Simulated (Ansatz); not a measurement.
**Nudged elastic band of WH4O2F4**

The run: nudged elastic band of WH4O2F4. Method and program: RKS revPBE/def2-SVP (Ansatz 0.2.0).

One setting was made poor on purpose. It belongs to a series of runs on one base structure; here: band between the two ends.

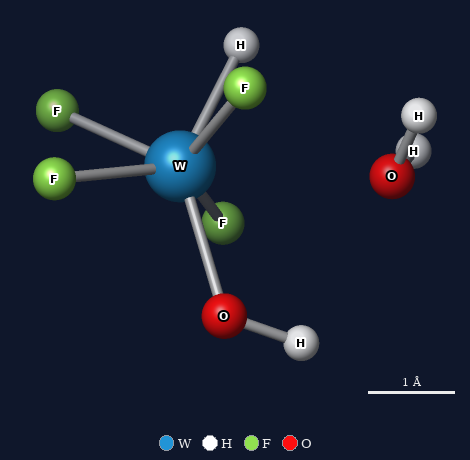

Fig. 1: The input geometry (ball-and-stick view, seen at a tilt). Sticks mark near contacts. Bond lengths as drawn: F–W 1.89 to 1.92 Å, H–O 0.98 Å, H–W 1.72 Å and O–W 1.91 Å.

The input
```yaml
crystal:
  periodic: [false, false, false]
  atoms:
    - { symbol: W, position_ang: [0.064909, -0.058903, -0.204006] }
    - { symbol: H, position_ang: [0.752842, -0.776357, 1.199367] }
    - { symbol: F, position_ang: [1.944902, 0.069494, -0.477797] }
    - { symbol: O, position_ang: [-0.334128, 1.675193, -0.889413] }
    - { symbol: H, position_ang: [-0.27928, 2.433713, -0.273003] }
    - { symbol: F, position_ang: [-1.265993, 0.390423, 1.098569] }
    - { symbol: F, position_ang: [-0.912247, -1.678457, -0.117535] }
    - { symbol: F, position_ang: [0.128401, -0.648359, -1.999676] }
    - { symbol: O, position_ang: [1.01162, 1.591866, 1.38024] }
    - { symbol: H, position_ang: [1.971758, 1.398819, 1.390314] }
    - { symbol: H, position_ang: [0.689414, 1.34587, 2.27134] }
basis:
  gaussian: { orbitals: def2-SVP }
hamiltonian:
  xc: revpbe
neb:
  order_check: false
  images: 2
  f_tol: 0.05
  max_iterations: 60
  climbing: false
  final_atoms:
    - { symbol: W, position_ang: [0.60166438, 0.29184038, -0.50943405] }
    - { symbol: H, position_ang: [-1.19049105, 0.22296217, 3.69958582] }
    - { symbol: F, position_ang: [1.75053441, 0.24943854, -2.01433806] }
    - { symbol: O, position_ang: [0.01198033, 2.06001062, -0.8473883] }
    - { symbol: H, position_ang: [-0.76757675, 2.34976224, -1.35812727] }
    - { symbol: F, position_ang: [-0.49982973, 0.15826252, 1.01554675] }
    - { symbol: F, position_ang: [0.90270288, -1.56089051, -0.30609842] }
    - { symbol: F, position_ang: [-0.78505043, -0.22264076, -1.69407076] }
    - { symbol: O, position_ang: [2.07643242, 0.84919449, 0.49752884] }
    - { symbol: H, position_ang: [3.02365718, 1.06664749, 0.44829607] }
    - { symbol: H, position_ang: [-1.35182563, 0.27871482, 4.44689938] }
  initial_path:
    images:
      - { positions_ang: [[0.064909, -0.058903, -0.204006], [0.752842, -0.776357, 1.199367], [1.944902, 0.069494, -0.477797], [-0.334128, 1.675193, -0.889413], [-0.27928, 2.433713, -0.273003], [-1.265993, 0.390423, 1.098569], [-0.912247, -1.678457, -0.117535], [0.128401, -0.648359, -1.999676], [1.01162, 1.591866, 1.38024], [1.971758, 1.398819, 1.390314], [0.689414, 1.34587, 2.27134]] }
      - { positions_ang: [[0.00246901, -0.0170872, -0.04914964], [0.34742866, -0.26126165, 1.79377778], [1.85808757, 0.01606187, -0.24380332], [-0.12006496, 1.85422998, -0.27377573], [-0.5609937, 2.33682647, -0.50385432], [-1.67011922, 0.14233806, 0.48843205], [-0.33324191, -1.79022594, -0.02399059], [-0.07972448, -0.20908327, -1.87669295], [1.34369774, 1.54607174, 0.8689067], [2.17625596, 1.17463645, 1.18275763], [0.80840334, 0.95079549, 2.0157924]] }
      - { positions_ang: [[0.18138747, 0.09982726, -0.15095898], [-0.30034902, 0.07184474, 2.62718405], [1.79329837, 0.07604339, -0.75598367], [-0.00469552, 1.98250252, -0.2597675], [-0.72375929, 2.30884288, -0.86556241], [-1.41473146, 0.06495124, 0.46075796], [0.27174139, -1.75103711, -0.08684506], [-0.38420829, -0.06717719, -1.77482454], [1.69863521, 1.29851457, 0.57466965], [2.52688902, 1.06391261, 0.86875165], [0.12799013, 0.5950771, 2.74097886]] }
      - { positions_ang: [[0.60166438, 0.29184038, -0.50943405], [-1.19049105, 0.22296217, 3.69958582], [1.75053441, 0.24943854, -2.01433806], [0.01198033, 2.06001062, -0.8473883], [-0.76757675, 2.34976224, -1.35812727], [-0.49982973, 0.15826252, 1.01554675], [0.90270288, -1.56089051, -0.30609842], [-0.78505043, -0.22264076, -1.69407076], [2.07643242, 0.84919449, 0.49752884], [3.02365718, 1.06664749, 0.44829607], [-1.35182563, 0.27871482, 4.44689938]] }
```

Hardware: 4 threads of AMD EPYC (Zen 5), 32 GiB of memory available, shared host.

Launch command:
```bash
ansatz run input.yaml --threads 4 --pin off --max-ram 5120MiB --backend cpu --events-out ev --progress --plain --runs-dir out
```

The program's output
```
Engine: ansatz 0.2.0, x86_64-unknown-linux-gnu
Functional definition: revPBE
  parameter kappa = 1.245
  parameter beta = 0.06672455060314922
  exchange = pbe_x(kappa = kappa, mu = beta*pi^2/3)
  correlation = pbe_c(beta = beta)
1417 factors; their error is unknown
mean field evaluation 1: about -16826.5697 eV, gradient 9.9e1 eV
mean field evaluation 2: about -16576.7493 eV, gradient 3.2e2 eV
mean field evaluation 4: about -16840.8119 eV, gradient 4.0e1 eV
mean field evaluation 8: about -16843.6844 eV, gradient 1.4e0 eV
mean field evaluation 16: about -16843.6110 eV, gradient 1.1e-2 eV
mean field -16843.61102864 eV, -618.9912882930 hartree, gradient 7.5e-5 eV, S^2 0.000000; 0 other end points of the search recorded, 0 dependent functions left out
the calculation of the forces begins
reference -16843.61111885 eV, -618.9912916080 hartree; 35, 35 occupied and 101, 101 virtual orbitals, 1417 factors
1417 factors; their error is unknown
mean field evaluation 32: about -16844.6046 eV, gradient 2.5e-1 eV
mean field -16844.53193285 eV, -619.0251308982 hartree, gradient 3.2e-5 eV, S^2 0.000000; 0 other end points of the search recorded, 0 dependent functions left out
[... from here on the field's lines of each further geometry are left out, up to the last ...]
NEB iter   1: max|band force component| = 2.852e1 eV/Å  barrier→ = 9.3383 eV  barrier← = 10.2592 eV  Δτ_max = 0.2000 Å  (178 SCF iters)
NEB iter   2: max|band force component| = 8.042e0 eV/Å  barrier→ = 3.5995 eV  barrier← = 4.5204 eV  Δτ_max = 0.1931 Å  (90 SCF iters)
NEB iter   3: max|band force component| = 4.737e0 eV/Å  barrier→ = 1.6961 eV  barrier← = 2.6170 eV  Δτ_max = 0.2000 Å  (86 SCF iters)
NEB iter   4: max|band force component| = 2.248e0 eV/Å  barrier→ = 1.2303 eV  barrier← = 2.1512 eV  Δτ_max = 0.1998 Å  (89 SCF iters)
NEB iter   5: max|band force component| = 1.013e0 eV/Å  barrier→ = 1.0841 eV  barrier← = 2.0050 eV  Δτ_max = 0.1959 Å  (78 SCF iters)
NEB iter   6: max|band force component| = 7.463e-1 eV/Å  barrier→ = 1.0169 eV  barrier← = 1.9378 eV  Δτ_max = 0.1538 Å  (79 SCF iters)
NEB iter   7: max|band force component| = 1.350e0 eV/Å  barrier→ = 0.9006 eV  barrier← = 1.8215 eV  Δτ_max = 0.0782 Å  (74 SCF iters)
NEB iter   8: max|band force component| = 8.564e-1 eV/Å  barrier→ = 0.7625 eV  barrier← = 1.6834 eV  Δτ_max = 0.0777 Å  (78 SCF iters)
NEB iter   9: max|band force component| = 6.074e-1 eV/Å  barrier→ = 0.6463 eV  barrier← = 1.5672 eV  Δτ_max = 0.0778 Å  (68 SCF iters)
NEB iter  10: max|band force component| = 8.080e-1 eV/Å  barrier→ = 0.5488 eV  barrier← = 1.4697 eV  Δτ_max = 0.0776 Å  (72 SCF iters)
NEB iter  11: max|band force component| = 3.556e-1 eV/Å  barrier→ = 0.4606 eV  barrier← = 1.3815 eV  Δτ_max = 0.1514 Å  (72 SCF iters)
NEB iter  12: max|band force component| = 7.508e-1 eV/Å  barrier→ = 0.3697 eV  barrier← = 1.2906 eV  Δτ_max = 0.0766 Å  (71 SCF iters)
NEB iter  13: max|band force component| = 2.736e-1 eV/Å  barrier→ = 0.3274 eV  barrier← = 1.2483 eV  Δτ_max = 0.1549 Å  (67 SCF iters)
NEB iter  14: max|band force component| = 5.374e-1 eV/Å  barrier→ = 0.2709 eV  barrier← = 1.1918 eV  Δτ_max = 0.0774 Å  (70 SCF iters)
NEB iter  15: max|band force component| = 2.730e-1 eV/Å  barrier→ = 0.2560 eV  barrier← = 1.1769 eV  Δτ_max = 0.0788 Å  (64 SCF iters)
NEB iter  16: max|band force component| = 4.633e-1 eV/Å  barrier→ = 0.2400 eV  barrier← = 1.1609 eV  Δτ_max = 0.0391 Å  (62 SCF iters)
NEB iter  17: max|band force component| = 1.933e-1 eV/Å  barrier→ = 0.2302 eV  barrier← = 1.1511 eV  Δτ_max = 0.0768 Å  (66 SCF iters)
NEB iter  18: max|band force component| = 9.453e-2 eV/Å  barrier→ = 0.2115 eV  barrier← = 1.1324 eV  Δτ_max = 0.1507 Å  (65 SCF iters)
NEB iter  19: max|band force component| = 2.013e-1 eV/Å  barrier→ = 0.1691 eV  barrier← = 1.0900 eV  Δτ_max = 0.0212 Å  (71 SCF iters)
NEB iter  20: max|band force component| = 1.494e-1 eV/Å  barrier→ = 0.1738 eV  barrier← = 1.0947 eV  Δτ_max = 0.0795 Å  (68 SCF iters)
NEB iter  21: max|band force component| = 1.224e-1 eV/Å  barrier→ = 0.1592 eV  barrier← = 1.0801 eV  Δτ_max = 0.0345 Å  (70 SCF iters)
NEB iter  22: max|band force component| = 9.039e-2 eV/Å  barrier→ = 0.1650 eV  barrier← = 1.0859 eV  Δτ_max = 0.0766 Å  (67 SCF iters)
NEB iter  23: max|band force component| = 1.931e-1 eV/Å  barrier→ = 0.1624 eV  barrier← = 1.0833 eV  Δτ_max = 0.0389 Å  (67 SCF iters)
NEB iter  24: max|band force component| = 1.561e-1 eV/Å  barrier→ = 0.1663 eV  barrier← = 1.0872 eV  Δτ_max = 0.0388 Å  (65 SCF iters)
NEB iter  25: max|band force component| = 5.299e-2 eV/Å  barrier→ = 0.1602 eV  barrier← = 1.0811 eV  Δτ_max = 0.0773 Å  (67 SCF iters)
NEB iter  26: max|band force component| = 7.513e-2 eV/Å  barrier→ = 0.1572 eV  barrier← = 1.0781 eV  Δτ_max = 0.0388 Å  (66 SCF iters)
NEB iter  27: max|band force component| = 6.375e-2 eV/Å  barrier→ = 0.1523 eV  barrier← = 1.0732 eV  Δτ_max = 0.0387 Å  (66 SCF iters)
NEB iter  28: max|band force component| = 7.081e-2 eV/Å  barrier→ = 0.1479 eV  barrier← = 1.0688 eV  Δτ_max = 0.0194 Å  (65 SCF iters)
NEB iter  29: max|band force component| = 5.737e-2 eV/Å  barrier→ = 0.1454 eV  barrier← = 1.0663 eV  Δτ_max = 0.0194 Å  (66 SCF iters)
NEB iter  30: max|band force component| = 6.075e-2 eV/Å  barrier→ = 0.1424 eV  barrier← = 1.0633 eV  Δτ_max = 0.0387 Å  (66 SCF iters)
NEB iter  31: max|band force component| = 7.012e-2 eV/Å  barrier→ = 0.1374 eV  barrier← = 1.0583 eV  Δτ_max = 0.0773 Å  (65 SCF iters)
NEB iter  32: max|band force component| = 8.963e-2 eV/Å  barrier→ = 0.1266 eV  barrier← = 1.0475 eV  Δτ_max = 0.0775 Å  (64 SCF iters)
NEB iter  33: max|band force component| = 1.045e-1 eV/Å  barrier→ = 0.1175 eV  barrier← = 1.0384 eV  Δτ_max = 0.0777 Å  (65 SCF iters)
NEB iter  34: max|band force component| = 3.348e-1 eV/Å  barrier→ = 0.1285 eV  barrier← = 1.0494 eV  Δτ_max = 0.0388 Å  (65 SCF iters)
NEB iter  35: max|band force component| = 1.242e-1 eV/Å  barrier→ = 0.1003 eV  barrier← = 1.0212 eV  Δτ_max = 0.0774 Å  (65 SCF iters)
NEB iter  36: max|band force component| = 1.819e-1 eV/Å  barrier→ = 0.0928 eV  barrier← = 1.0137 eV  Δτ_max = 0.0388 Å  (64 SCF iters)
NEB iter  37: max|band force component| = 6.548e-2 eV/Å  barrier→ = 0.0827 eV  barrier← = 1.0036 eV  Δτ_max = 0.0775 Å  (67 SCF iters)
the calculation of the forces begins
reference -16844.49400351 eV, -619.0237370207 hartree; 35, 35 occupied and 101, 101 virtual orbitals, 1417 factors
1417 factors; their error is unknown
mean field evaluation 672: about -16843.6120 eV, gradient 1.8e-1 eV
mean field -16843.53810677 eV, -618.9886084637 hartree, gradient 9.8e-6 eV, S^2 0.000000; 1 other end points of the search recorded, 0 dependent functions left out
the calculation of the forces begins
reference -16843.53819715 eV, -618.9886117852 hartree; 35, 35 occupied and 101, 101 virtual orbitals, 1417 factors
NEB iter  38: max|band force component| = 3.575e-2 eV/Å  barrier→ = 0.0729 eV  barrier← = 0.9938 eV  Δτ_max = 0.0000 Å  (137 SCF iters)
```

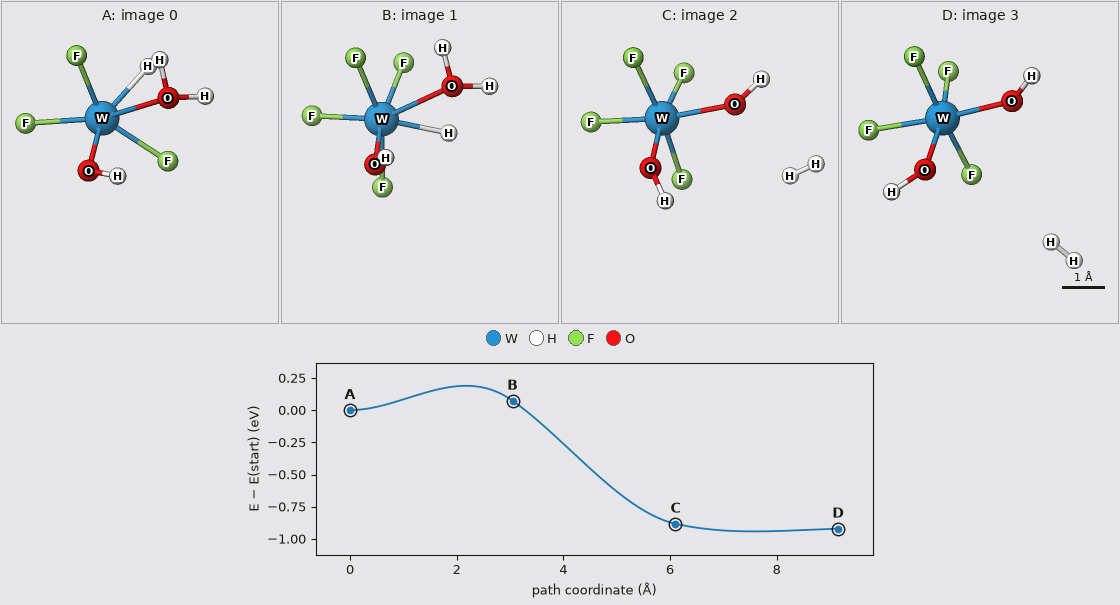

Fig. 2: Images of the last band (counted from 0; ball-and-stick, seen at a tilt) above the energy along the path; the line is a cubic interpolation that uses the forces. The highest image is number 1, 0.073 eV above the start and 0.994 eV above the end; the end lies 0.921 eV below the start. The path is 9.16 Å long. The band converged in 38 iterations.

```
Total energy: -16843.53819715 eV, -618.9886117852 hartree
Atom 0 at    -0.090092     0.090817    -0.162635 Å, force    -0.006983     0.008049    -0.030417 eV/Å
Atom 1 at    -0.514810    -0.025979     1.486312 Å, force    -0.254293     0.143956     0.099157 eV/Å
Atom 2 at     1.687567     0.381390    -0.868006 Å, force    -0.043759     0.098660    -0.083596 eV/Å
Atom 3 at    -0.421610     1.928702    -0.424620 Å, force    -0.011547     0.024053     0.072412 eV/Å
Atom 4 at     0.136595     2.704700    -0.241440 Å, force     0.095123     0.011646    -0.037673 eV/Å
Atom 5 at    -1.981562    -0.057723    -0.064790 Å, force    -0.147792    -0.080137    -0.207318 eV/Å
Atom 6 at     0.637747    -1.544397     0.458920 Å, force     0.325516     0.010803     0.096640 eV/Å
Atom 7 at    -0.448593    -0.841909    -1.766764 Å, force    -0.102105    -0.028050     0.058330 eV/Å
Atom 8 at     1.327454     1.207971     1.429352 Å, force     0.058444    -0.048866    -0.005218 eV/Å
Atom 9 at     2.247068     0.976530     1.178665 Å, force     0.015074    -0.058113    -0.004992 eV/Å
Atom 10 at     1.192434     0.923201     2.353407 Å, force     0.072324    -0.082002     0.042674 eV/Å
Dipole moment:     0.701420     0.779422     0.851034 e Å
this run last wrote the band of iteration 38 to [file]
```

The last band as extended XYZ (Å, eV, eV/Å)
```
11
Properties=species:S:1:pos:R:3:forces:R:3 image=0 energy=-16843.61103
W     0.0649   -0.0589   -0.2040    0.0227   0.0016   0.0126
H     0.7528   -0.7764    1.1994   -0.0070  -0.0131  -0.0061
F     1.9449    0.0695   -0.4778   -0.0102   0.0015   0.0007
O    -0.3341    1.6752   -0.8894    0.0030  -0.0148  -0.0078
H    -0.2793    2.4337   -0.2730    0.0012   0.0202   0.0161
F    -1.2660    0.3904    1.0986    0.0028  -0.0001  -0.0031
F    -0.9122   -1.6785   -0.1175    0.0013   0.0008   0.0033
F     0.1284   -0.6484   -1.9997   -0.0030  -0.0022  -0.0010
O     1.0116    1.5919    1.3802   -0.0209   0.0075   0.0078
H     1.9718    1.3988    1.3903    0.0092  -0.0039  -0.0038
H     0.6894    1.3459    2.2713    0.0010   0.0026  -0.0188
11
Properties=species:S:1:pos:R:3:forces:R:3 image=1 energy=-16843.53811
W    -0.0901    0.0908   -0.1626   -0.0070   0.0080  -0.0304
H    -0.5148   -0.0260    1.4863   -0.2543   0.1440   0.0992
F     1.6876    0.3814   -0.8680   -0.0438   0.0987  -0.0836
O    -0.4216    1.9287   -0.4246   -0.0115   0.0241   0.0724
H     0.1366    2.7047   -0.2414    0.0951   0.0116  -0.0377
F    -1.9816   -0.0577   -0.0648   -0.1478  -0.0801  -0.2073
F     0.6377   -1.5444    0.4589    0.3255   0.0108   0.0966
F    -0.4486   -0.8419   -1.7668   -0.1021  -0.0280   0.0583
O     1.3275    1.2080    1.4294    0.0584  -0.0489  -0.0052
H     2.2471    0.9765    1.1787    0.0151  -0.0581  -0.0050
H     1.1924    0.9232    2.3534    0.0723  -0.0820   0.0427
11
Properties=species:S:1:pos:R:3:forces:R:3 image=2 energy=-16844.49391
W     0.3742    0.2899   -0.5727    0.0239   0.0130  -0.0162
H    -0.4422    0.2409    3.0155    0.0039   0.0106   0.0589
F     1.8105    0.3164   -1.7902    0.0017  -0.0042  -0.0355
O    -0.1768    2.0184   -1.0144    0.0035   0.0048  -0.0124
H    -0.5735    2.8306   -0.6550   -0.0201   0.0044  -0.0264
F    -1.1851    0.1174    0.4902    0.0295   0.0093   0.0251
F     0.9031   -1.3821    0.1413    0.0123   0.0026  -0.0154
F    -0.5483   -0.6635   -1.9151   -0.0029   0.0082  -0.0054
O     1.4609    0.9981    0.8201    0.0043  -0.0284  -0.0224
H     2.0152    0.4635    1.4199   -0.0143  -0.0046   0.0062
H     0.1341    0.5138    3.4388   -0.0417  -0.0158   0.0434
11
Properties=species:S:1:pos:R:3:forces:R:3 image=3 energy=-16844.53193
W     0.6017    0.2918   -0.5094    0.0028  -0.0012   0.0024
H    -1.1905    0.2230    3.6996   -0.0059   0.0019   0.0271
F     1.7505    0.2494   -2.0143   -0.0127   0.0015   0.0142
O     0.0120    2.0600   -0.8474   -0.0133  -0.0004  -0.0106
H    -0.7676    2.3498   -1.3581    0.0136  -0.0049   0.0089
F    -0.4998    0.1583    1.0155    0.0122   0.0004  -0.0157
F     0.9027   -1.5609   -0.3061    0.0000   0.0034   0.0015
F    -0.7851   -0.2226   -1.6941    0.0120   0.0077   0.0100
O     2.0764    0.8492    0.4975    0.0006  -0.0030  -0.0122
H     3.0237    1.0666    0.4483   -0.0150  -0.0034   0.0018
H    -1.3518    0.2787    4.4469    0.0055  -0.0019  -0.0274
```

Summary

| quantity | value |
| --- | --- |
| outcome | converged |
| barrier, forward | 0.073 eV |
| barrier, backward | 0.994 eV |
| wall time | 54 s (CPU time 3.3 min) |
| peak memory | 0.22 GiB |

A deliberately poor setting: few images. The order of the saddle point was not checked.
